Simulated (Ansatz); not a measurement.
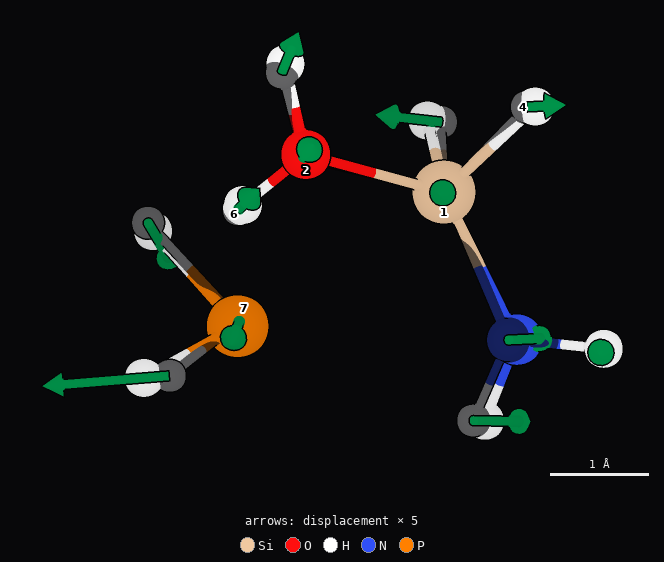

A constrained relaxation of SiPNH8O. The starting structure is drawn faded, the final one solid; green arrows show the displacements, magnified 5 times. The two geometries are superimposed by the best rigid fit.

A ball-and-stick model, seen at a tilt.

The reaction that was planned forms Si1–P7, O2–H6 and breaks Si1–O2, H6–P7 (atoms numbered from 1 in input order).

Computed with Ansatz, RKS PBE0-D4/def2-SVP.

Input
```yaml
crystal:
  periodic: [false, false, false]
  atoms:
    - {symbol: Si, position_ang: [-0.885300, 0.110100, 0.379400]}
    - {symbol: O, position_ang: [0.204300, -1.365700, 0.412500]}
    - {symbol: H, position_ang: [-1.857400, 0.077800, -0.706300]}
    - {symbol: H, position_ang: [-1.634100, -0.423200, 1.542700]}
    - {symbol: N, position_ang: [-0.080500, 1.414100, 1.142600]}
    - {symbol: H, position_ang: [0.731600, -1.087900, -0.451100]}
    - {symbol: P, position_ang: [0.869400, 0.393200, -1.691600]}
    - {symbol: H, position_ang: [-0.093700, -2.275300, 0.560100]}
    - {symbol: H, position_ang: [0.516600, 2.010200, 0.591600]}
    - {symbol: H, position_ang: [-0.577200, 1.944600, 1.838600]}
    - {symbol: H, position_ang: [0.693400, -0.792400, -2.395100]}
    - {symbol: H, position_ang: [2.112900, -0.005600, -1.223300]}
basis:
  gaussian: {orbitals: def2-SVP}
hamiltonian: {xc: pbe0, dispersion: d4}
relax: {f_tol: 0.04, max_steps: 150, escape_saddle: false, constraints: [{distance: [0, 6]}, {distance: [1, 5]}, {distance: [0, 1]}, {distance: [5, 6]}]}
```

Launched with:
```bash
ansatz run in.yaml --threads 4 --pin off --events-out ev --progress --plain --max-ram 9574MiB
```

**Which element moves most?**

Hydrogen: up to 0.28 Å, against 0.18 Å for nitrogen.

**Describe the change and its energy.**

H11 moves most after the best rigid fit: 0.28 Å. Largest moves by element: H 0.28 Å, N 0.18 Å, P 0.16 Å, O 0.12 Å, Si 0.08 Å. Some distances before and after: P7–H11 1.390 → 1.429 Å, Si1–H3 1.458 → 1.489 Å, Si1–H4 1.483 → 1.509 Å, Si1–N5 1.712 → 1.699 Å. Among the angles between lasting bonds that change: O2–Si1–N5 109.0° → 117.7°, Si1–O2–H8 125.1° → 119.2°, H3–Si1–N5 131.5° → 125.5°. The energy falls by 19.0 kJ/mol in 5 accepted moves (6 points after the start). The largest force component goes from 1 to 0.026 eV/Å. The line search rejected the trial step at point 4 of the run. The run took 13 s on 4 threads of Arm Neoverse V1, on a shared host.
